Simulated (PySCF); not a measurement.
**BF₃ (charge +1): geometry relaxation**

- system: BF₃, charge +1, multiplicity 2
- method: PBE/6-31G*, UKS (PySCF 2.14.0)

The atoms were displaced at random from an optimised geometry. The geometry is that of the parent species in another charge or spin state. Figures and captions count atoms from 1; the log counts them from 0 in places.

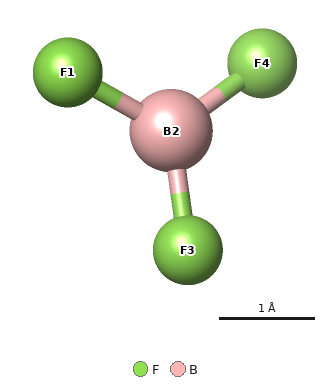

The structure as given in the input (ball-and-stick view, seen at a tilt; atoms are numbered from 1 in the order of the input). Bond lengths as drawn: B–F 1.28 to 1.36 Å.

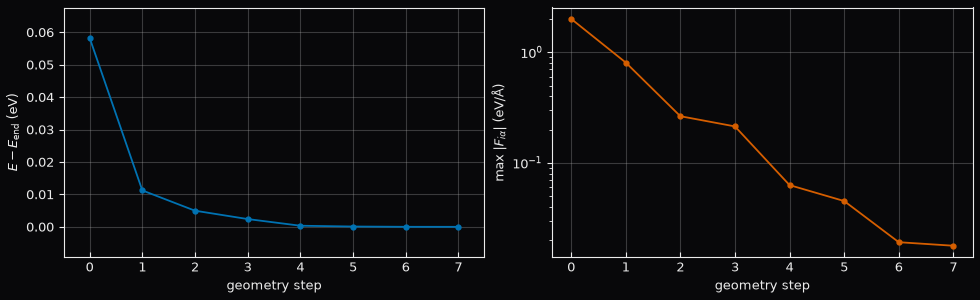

Progress of the relaxation, step by step (steps are counted from 0).

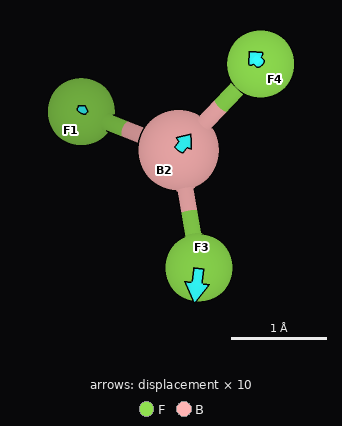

The starting structure with the displacements as teal arrows, magnified 10 times (ball-and-stick view, seen at a tilt). The two geometries are laid on each other by the best rigid fit. The energy falls by 0.058 eV in 7 geometry steps. The largest force component goes from 2 to 0.018 eV/Å. The atom that moves furthest after the best rigid fit is F3 (0.039 Å). Largest moves by element: F 0.039 Å, B 0.023 Å. Distances before and after: B2–F3 1.279 → 1.331 Å, B2–F4 1.355 → 1.331 Å, F1–B2 1.327 → 1.332 Å. Among the angles that change: F3–B2–F4 118.1° → 120.2°. (Atoms are counted from 1 in the order of the input.)

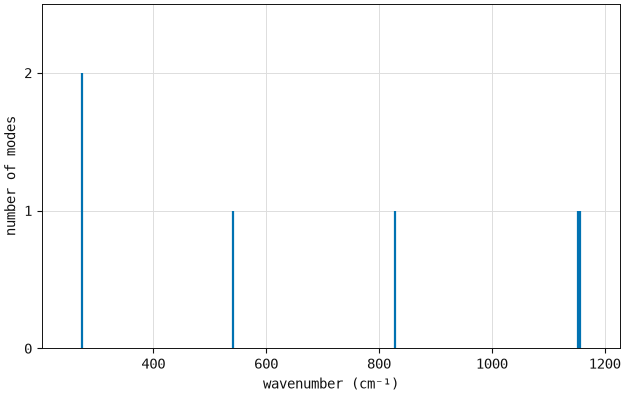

Harmonic vibrational wavenumbers from the force constants; neighbouring modes closer than 4 cm⁻¹ are counted in one stick. 6 modes from 273 to 1157 cm⁻¹, none imaginary.

The input that produced these results follows, with the program's output.

### The input (calc.py)
```python
from pyscf import gto, dft, symm
from pyscf.hessian import thermo
from pyscf.geomopt.geometric_solver import kernel as optimise

molecule = gto.Mole()
molecule.atom = [
    ('F', (0.552316, 0.182657, 1.205428)),
    ('B', (0.007695, -0.033423, 0.015010)),
    ('F', (-0.261275, -1.213197, -0.400342)),
    ('F', (-0.289388, 1.011893, -0.795168)),
]
molecule.spin = 1
molecule.basis = '6-31g*'
molecule.max_memory = 1860
molecule.verbose = 3
molecule.charge = 1
molecule.build()

ks = dft.UKS(molecule)
ks.xc = 'pbe'
ks.conv_tol = 1e-10
ks.grids.level = 4
ks = ks.newton()
converged, mol_eq = optimise(ks, maxsteps=80)
print('converged:', converged)
print(mol_eq.tostring())

ks.reset(mol_eq)
molecule = mol_eq
ks.kernel()
e_tot = ks.e_tot
print('E(%s) = %.9f' % ('PBE', e_tot))
hess = ks.Hessian().kernel()
modes = thermo.harmonic_analysis(molecule, hess)
thermo.dump_normal_mode(molecule, modes)
symm.geom.TOLERANCE = 1e-3  # for the symmetry number
th = thermo.thermo(ks, modes['freq_au'], 298.15, 101325)
thermo.dump_thermo(molecule, th)
```

Command:
```bash
OMP_NUM_THREADS=1 python calc.py
```

### The program's output
```
#|     Arguments passed to driver run_optimizer():      |#
customengine              <pyscf.geomopt.geometric_solver.PySCFEngine object>
maxiter                   80
----------------------------------------------------------
Custom engine selected.
Bonds will be generated from interatomic distances less than 1.20 times sum of covalent radii
12 internal coordinates being used (instead of 12 Cartesians)
Internal coordinate system (atoms numbered from 1):
Distance 1-2
Distance 2-3
Distance 2-4
Angle 1-2-4
Angle 3-2-4
Out-of-Plane 2-1-3-4
Translation-X 1-4
Translation-Y 1-4
Translation-Z 1-4
Rotation-A 1-4
Rotation-B 1-4
Rotation-C 1-4
<class 'geometric.internal.Distance'> : 3
<class 'geometric.internal.Angle'> : 2
<class 'geometric.internal.OutOfPlane'> : 1
<class 'geometric.internal.TranslationX'> : 1
<class 'geometric.internal.TranslationY'> : 1
<class 'geometric.internal.TranslationZ'> : 1
<class 'geometric.internal.RotationA'> : 1
<class 'geometric.internal.RotationB'> : 1
<class 'geometric.internal.RotationC'> : 1
> ===== Optimization Info: ====
> Job type: Energy minimization
> Maximum number of optimization cycles: 80
> Initial / maximum trust radius (Angstrom): 0.100 / 0.300
> Convergence Criteria:
> Will converge when all 5 criteria are reached:
>  |Delta-E| < 1.00e-06
>  RMS-Grad  < 3.00e-04
>  Max-Grad  < 4.50e-04
>  RMS-Disp  < 1.20e-03
>  Max-Disp  < 1.80e-03
> === End Optimization Info ===

Geometry optimization cycle 1
Cartesian coordinates (Angstrom)
 Atom        New coordinates             dX        dY        dZ
   F   0.552316   0.182657   1.205428    0.000000 -0.000000  0.000000
   B   0.007695  -0.033423   0.015010    0.000000  0.000000 -0.000000
   F  -0.261275  -1.213197  -0.400342    0.000000  0.000000  0.000000
   F  -0.289388   1.011893  -0.795168    0.000000  0.000000  0.000000

WARN: Mole.unit (angstrom) is changed to Bohr

WARN: HOMO -0.44969343650017 >= LUMO -0.44969343650017

converged SCF energy = -323.705721105465  <S^2> = 0.75174064  2S+1 = 2.0017399
--------------- SecondOrderUKS_Scanner gradients ---------------
         x                y                z
0 F    -0.0017491084    -0.0037505995    -0.0028794043
1 B    -0.0036679599    -0.0385441891    -0.0038231663
2 F     0.0084468414     0.0389867463     0.0133695977
3 F    -0.0030496539     0.0033174411    -0.0066546931
----------------------------------------------
cycle 1: E = -323.705721105  dE = -323.706  norm(grad) = 0.0580844
Step    0 : Gradient = 2.904e-02/4.207e-02 (rms/max) Energy = -323.7057211055
Hessian Eigenvalues: 4.50000e-02 5.00000e-02 5.00000e-02 ... 5.38713e-01 6.02679e-01 7.32714e-01

Geometry optimization cycle 2
Cartesian coordinates (Angstrom)
 Atom        New coordinates             dX        dY        dZ
   F   0.555993   0.206870   1.203794    0.003677  0.024213 -0.001634
   B   0.000268  -0.034735   0.019597   -0.007427 -0.001312  0.004587
   F  -0.267691  -1.239355  -0.419125   -0.006416 -0.026158 -0.018783
   F  -0.278380   1.014753  -0.779861    0.011008  0.002860  0.015307
converged SCF energy = -323.7074513519  <S^2> = 0.75176385  2S+1 = 2.0017631
--------------- SecondOrderUKS_Scanner gradients ---------------
         x                y                z
0 F     0.0008722295     0.0006672453     0.0004752238
1 B    -0.0023596579    -0.0156923587     0.0008857784
2 F     0.0024154944     0.0120226105     0.0024920544
3 F    -0.0009549091     0.0030274252    -0.0038484404
----------------------------------------------
cycle 2: E = -323.707451352  dE = -0.00173025  norm(grad) = 0.0208689
Step    1 : Displace = 2.303e-02/3.267e-02 (rms/max) Trust = 1.000e-01 (=) Grad = 1.043e-02/1.589e-02 (rms/max) E (change) = -323.7074513519 (-1.730e-03) Quality = 1.231
Hessian Eigenvalues: 4.63790e-02 4.99960e-02 5.00000e-02 ... 4.59756e-01 5.93832e-01 6.18132e-01

Geometry optimization cycle 3
Cartesian coordinates (Angstrom)
 Atom        New coordinates             dX        dY        dZ
   F   0.545403   0.203111   1.202766   -0.010591 -0.003759 -0.001028
   B   0.020946  -0.027504   0.002870    0.020678  0.007231 -0.016727
   F  -0.272515  -1.253350  -0.408955   -0.004824 -0.013994  0.010170
   F  -0.282002   1.023805  -0.772612   -0.003622  0.009052  0.007249
converged SCF energy = -323.70768147148  <S^2> = 0.75177511  2S+1 = 2.0017743
--------------- SecondOrderUKS_Scanner gradients ---------------
         x                y                z
0 F    -0.0015263007     0.0009582444     0.0002356861
1 B     0.0050618330    -0.0051324418     0.0005042656
2 F    -0.0014406118     0.0010107404     0.0004546368
3 F    -0.0020967980     0.0031873309    -0.0011589024
----------------------------------------------
cycle 3: E = -323.707681471  dE = -0.00023012  norm(grad) = 0.00864431
Step    2 : Displace = 1.840e-02/2.731e-02 (rms/max) Trust = 1.414e-01 (+) Grad = 4.322e-03/7.226e-03 (rms/max) E (change) = -323.7076814715 (-2.301e-04) Quality = 0.714
Hessian Eigenvalues: 4.99571e-02 4.99997e-02 5.00000e-02 ... 3.86464e-01 6.06627e-01 6.31715e-01

Geometry optimization cycle 4
Cartesian coordinates (Angstrom)
 Atom        New coordinates             dX        dY        dZ
   F   0.551986   0.194344   1.195463    0.006583 -0.008768 -0.007303
   B  -0.008038  -0.017091   0.008703   -0.028984  0.010414  0.005833
   F  -0.259440  -1.261442  -0.404970    0.013075 -0.008093  0.003985
   F  -0.271583   1.028520  -0.776485    0.010419  0.004715 -0.003873
converged SCF energy = -323.707776202252  <S^2> = 0.75177757  2S+1 = 2.0017768
--------------- SecondOrderUKS_Scanner gradients ---------------
         x                y                z
0 F     0.0002065521     0.0003923069    -0.0019575942
1 B    -0.0013600599     0.0017094068     0.0038148469
2 F     0.0002349283    -0.0041488176    -0.0012726461
3 F     0.0009135934     0.0020824612    -0.0005871899
----------------------------------------------
cycle 4: E = -323.707776202  dE = -9.47308e-05  norm(grad) = 0.00691066
Step    3 : Displace = 1.969e-02/3.181e-02 (rms/max) Trust = 1.414e-01 (=) Grad = 3.455e-03/4.396e-03 (rms/max) E (change) = -323.7077762023 (-9.473e-05) Quality = 0.425
Hessian Eigenvalues: 4.99450e-02 4.99999e-02 5.00000e-02 ... 3.89167e-01 6.09345e-01 6.24930e-01

Geometry optimization cycle 5
Cartesian coordinates (Angstrom)
 Atom        New coordinates             dX        dY        dZ
   F   0.549676   0.194634   1.199731   -0.002310  0.000290  0.004268
   B   0.002578  -0.019345   0.006102    0.010616 -0.002255 -0.002601
   F  -0.263661  -1.255680  -0.405796   -0.004222  0.005762 -0.000826
   F  -0.275944   1.024080  -0.777335   -0.004361 -0.004440 -0.000850
converged SCF energy = -323.707851855011  <S^2> = 0.7517741  2S+1 = 2.0017733
--------------- SecondOrderUKS_Scanner gradients ---------------
         x                y                z
0 F    -0.0002016543     0.0003982864    -0.0006491592
1 B     0.0003476708    -0.0010515036     0.0011777422
2 F    -0.0000905171    -0.0005419571    -0.0001917614
3 F    -0.0000619178     0.0012220018    -0.0003262417
----------------------------------------------
cycle 5: E = -323.707851855  dE = -7.56528e-05  norm(grad) = 0.0022752
Step    4 : Displace = 7.731e-03/1.120e-02 (rms/max) Trust = 1.414e-01 (=) Grad = 1.138e-03/1.617e-03 (rms/max) E (change) = -323.7078518550 (-7.565e-05) Quality = 1.092
Hessian Eigenvalues: 4.99300e-02 4.99962e-02 4.99999e-02 ... 3.92136e-01 5.49781e-01 6.18388e-01

Geometry optimization cycle 6
Cartesian coordinates (Angstrom)
 Atom        New coordinates             dX        dY        dZ
   F   0.549072   0.191513   1.200806   -0.000604 -0.003120  0.001075
   B   0.003130  -0.017569   0.004959    0.000552  0.001776 -0.001142
   F  -0.262994  -1.254526  -0.404243    0.000667  0.001154  0.001552
   F  -0.276235   1.022865  -0.779390   -0.000290 -0.001215 -0.002055
converged SCF energy = -323.707860870128  <S^2> = 0.75177318  2S+1 = 2.0017724
--------------- SecondOrderUKS_Scanner gradients ---------------
         x                y                z
0 F    -0.0001159877     0.0001968044    -0.0002788731
1 B     0.0001523731    -0.0008769662     0.0002738754
2 F     0.0000160465     0.0001317198     0.0000892988
3 F    -0.0000598883     0.0005717974    -0.0000759839
----------------------------------------------
cycle 6: E = -323.70786087  dE = -9.01512e-06  norm(grad) = 0.00116582
Step    5 : Displace = 2.467e-03/3.028e-03 (rms/max) Trust = 2.000e-01 (+) Grad = 5.829e-04/9.313e-04 (rms/max) E (change) = -323.7078608701 (-9.015e-06) Quality = 1.441
Hessian Eigenvalues: 4.83182e-02 4.99957e-02 4.99999e-02 ... 3.91679e-01 5.65862e-01 6.31040e-01

Geometry optimization cycle 7
Cartesian coordinates (Angstrom)
 Atom        New coordinates             dX        dY        dZ
   F   0.548406   0.188587   1.201883   -0.000666 -0.002927  0.001077
   B   0.003025  -0.015766   0.004239   -0.000105  0.001803 -0.000721
   F  -0.262136  -1.254215  -0.403061    0.000858  0.000311  0.001182
   F  -0.275645   1.021532  -0.781687    0.000589 -0.001334 -0.002297
converged SCF energy = -323.707864041581  <S^2> = 0.75177289  2S+1 = 2.0017721
--------------- SecondOrderUKS_Scanner gradients ---------------
         x                y                z
0 F     0.0000474310     0.0000545020     0.0000754109
1 B    -0.0001408506    -0.0002268503    -0.0003721291
2 F     0.0000606624     0.0002157156     0.0001371271
3 F     0.0000239370    -0.0000224330     0.0001641941
----------------------------------------------
cycle 7: E = -323.707864042  dE = -3.17145e-06  norm(grad) = 0.000563684
Step    6 : Displace = 2.191e-03/2.722e-03 (rms/max) Trust = 2.828e-01 (+) Grad = 2.818e-04/4.580e-04 (rms/max) E (change) = -323.7078640416 (-3.171e-06) Quality = 1.097
Hessian Eigenvalues: 4.43956e-02 4.99961e-02 4.99999e-02 ... 3.89527e-01 5.99820e-01 6.37318e-01

Geometry optimization cycle 8
Cartesian coordinates (Angstrom)
 Atom        New coordinates             dX        dY        dZ
   F   0.548005   0.188112   1.202299   -0.000401 -0.000475  0.000416
   B   0.003113  -0.015696   0.004364    0.000088  0.000070  0.000125
   F  -0.261991  -1.254399  -0.403066    0.000145 -0.000184 -0.000005
   F  -0.275002   1.020940  -0.782506    0.000644 -0.000591 -0.000819
converged SCF energy = -323.707864344442  <S^2> = 0.75177305  2S+1 = 2.0017723
--------------- SecondOrderUKS_Scanner gradients ---------------
         x                y                z
0 F     0.0000795123     0.0000373350     0.0001237510
1 B    -0.0001569788    -0.0001051123    -0.0003457549
2 F     0.0000478250     0.0001270797     0.0000947239
3 F     0.0000207004    -0.0000385321     0.0001311192
----------------------------------------------
cycle 8: E = -323.707864344  dE = -3.02861e-07  norm(grad) = 0.000474112
Step    7 : Displace = 3.722e-04/4.387e-04 (rms/max) Trust = 3.000e-01 (+) Grad = 2.371e-04/3.940e-04 (rms/max) E (change) = -323.7078643444 (-3.029e-07) Quality = 1.420
Hessian Eigenvalues: 4.43956e-02 4.99961e-02 4.99999e-02 ... 3.89527e-01 5.99820e-01 6.37318e-01
Converged! =D

converged: True
F           0.54800455        0.18811171        1.20229858
B           0.00311289       -0.01569567        0.00436373
F          -0.26199078       -1.25439891       -0.40306590
F          -0.27500172        1.02094031       -0.78250584

WARN: HOMO -0.449194575011116 >= LUMO -0.449194575011115

converged SCF energy = -323.707864344449  <S^2> = 0.75177309  2S+1 = 2.0017723
E(PBE) = -323.707864344
Mode                                 0                   1                   2
Irrep
Freq [cm^-1]                      272.5332            273.6114            540.6241
Reduced mass [au]                  16.9473             16.9439             11.6076
Force const [Dyne/A]                0.7416              0.7474              1.9989
Char temp [K]                     392.1146            393.6658            777.8377
Normal mode                   x     y     z       x     y     z       x     y     z
       0   F                 0.01  0.14 -0.01   -0.04  0.01 -0.09    0.05 -0.00 -0.02
       1   B                 0.01 -0.11  0.04   -0.05 -0.04 -0.10   -0.25  0.02  0.11
       2   F                -0.05 -0.04 -0.10    0.03 -0.10  0.07    0.05 -0.00 -0.02
       3   F                 0.04 -0.04  0.09    0.04  0.11  0.07    0.05 -0.00 -0.02
Mode                                 3                   4                   5
Irrep
Freq [cm^-1]                      827.9979           1152.3348           1156.7858
Reduced mass [au]                  18.9982             12.5362             12.5347
Force const [Dyne/A]                7.6740              9.8078              9.8826
Char temp [K]                    1191.3046           1657.9533           1664.3571
Normal mode                   x     y     z       x     y     z       x     y     z
       0   F                 0.05  0.02  0.12   -0.04 -0.02 -0.09   -0.01  0.01 -0.01
       1   B                -0.00 -0.00 -0.00    0.10  0.01  0.23    0.01  0.25 -0.01
       2   F                -0.03 -0.12 -0.04   -0.01 -0.04 -0.00   -0.02 -0.09 -0.03
       3   F                -0.03  0.10 -0.08   -0.01  0.05 -0.03    0.02 -0.06  0.05
temperature 298.1500 [K]
pressure 101325.00 [Pa]
Rotational constants [GHz] 10.02139 9.99726 5.00466
Symmetry number 1
Zero-point energy (ZPE) 0.00962 [Eh]   25264.455 [J/mol]
                           tot       elec      trans        rot        vib
Entropy [J/mol/K]       284.160      5.763    161.334    100.315     16.747
Cv [J/mol/K]             48.729      0.000     12.472     12.472     23.786
Cp [J/mol/K]             57.043      0.000     20.786     12.472     23.786
Internal energy [J/mol]                      3718.434   3718.434  28458.267
Internal energy [Eh]   -323.69419  -323.70786
Enthalpy [J/mol]                             6197.391   3718.434  28458.267
Enthalpy [Eh]          -323.69325
Gibbs free energy [J/mol]                  -41904.471 -26190.486  23465.017
Gibbs free energy [Eh] -323.72552
```

### Trajectory as extended XYZ (Å, eV, eV/Å), 8 frames, from step=0 to step=7
```
4
Properties=species:S:1:pos:R:3:forces:R:3 step=0 energy=-8808.48141
F     0.5523    0.1827    1.2054    0.0899   0.1929   0.1481
B     0.0077   -0.0334    0.0150    0.1886   1.9820   0.1966
F    -0.2613   -1.2132   -0.4003   -0.4344  -2.0048  -0.6875
F    -0.2894    1.0119   -0.7952    0.1568  -0.1706   0.3422
4
Properties=species:S:1:pos:R:3:forces:R:3 step=1 energy=-8808.52849
F     0.5560    0.2069    1.2038   -0.0449  -0.0343  -0.0244
B     0.0003   -0.0347    0.0196    0.1213   0.8069  -0.0455
F    -0.2677   -1.2394   -0.4191   -0.1242  -0.6182  -0.1281
F    -0.2784    1.0148   -0.7799    0.0491  -0.1557   0.1979
4
Properties=species:S:1:pos:R:3:forces:R:3 step=2 energy=-8808.53475
F     0.5454    0.2031    1.2028    0.0785  -0.0493  -0.0121
B     0.0209   -0.0275    0.0029   -0.2603   0.2639  -0.0259
F    -0.2725   -1.2533   -0.4090    0.0741  -0.0520  -0.0234
F    -0.2820    1.0238   -0.7726    0.1078  -0.1639   0.0596
4
Properties=species:S:1:pos:R:3:forces:R:3 step=3 energy=-8808.53733
F     0.5520    0.1943    1.1955   -0.0106  -0.0202   0.1007
B    -0.0080   -0.0171    0.0087    0.0699  -0.0879  -0.1962
F    -0.2594   -1.2614   -0.4050   -0.0121   0.2133   0.0654
F    -0.2716    1.0285   -0.7765   -0.0470  -0.1071   0.0302
4
Properties=species:S:1:pos:R:3:forces:R:3 step=4 energy=-8808.53939
F     0.5497    0.1946    1.1997    0.0104  -0.0205   0.0334
B     0.0026   -0.0193    0.0061   -0.0179   0.0541  -0.0606
F    -0.2637   -1.2557   -0.4058    0.0047   0.0279   0.0099
F    -0.2759    1.0241   -0.7773    0.0032  -0.0628   0.0168
4
Properties=species:S:1:pos:R:3:forces:R:3 step=5 energy=-8808.53963
F     0.5491    0.1915    1.2008    0.0060  -0.0101   0.0143
B     0.0031   -0.0176    0.0050   -0.0078   0.0451  -0.0141
F    -0.2630   -1.2545   -0.4042   -0.0008  -0.0068  -0.0046
F    -0.2762    1.0229   -0.7794    0.0031  -0.0294   0.0039
4
Properties=species:S:1:pos:R:3:forces:R:3 step=6 energy=-8808.53972
F     0.5484    0.1886    1.2019   -0.0024  -0.0028  -0.0039
B     0.0030   -0.0158    0.0042    0.0072   0.0117   0.0191
F    -0.2621   -1.2542   -0.4031   -0.0031  -0.0111  -0.0071
F    -0.2756    1.0215   -0.7817   -0.0012   0.0012  -0.0084
4
Properties=species:S:1:pos:R:3:forces:R:3 step=7 energy=-8808.53973
F     0.5480    0.1881    1.2023   -0.0041  -0.0019  -0.0064
B     0.0031   -0.0157    0.0044    0.0081   0.0054   0.0178
F    -0.2620   -1.2544   -0.4031   -0.0025  -0.0065  -0.0049
F    -0.2750    1.0209   -0.7825   -0.0011   0.0020  -0.0067
```

### Key numbers

```csv
quantity,value
outcome,converged
total energy,−323.707864 hartree
basis functions,56
⟨S²⟩,0.752
zero-point energy,0.009623 hartree
"wavenumbers, lowest and highest",273 and 1157 cm⁻¹
hardware,"1 thread of Arm Neoverse V2, 112 GiB of memory available, shared host"
wall time,3 min
peak memory,0.98 GiB
```

### Remarks

Further notes kept with the run: dipole of an ion depends on the origin; symmetry number missed.
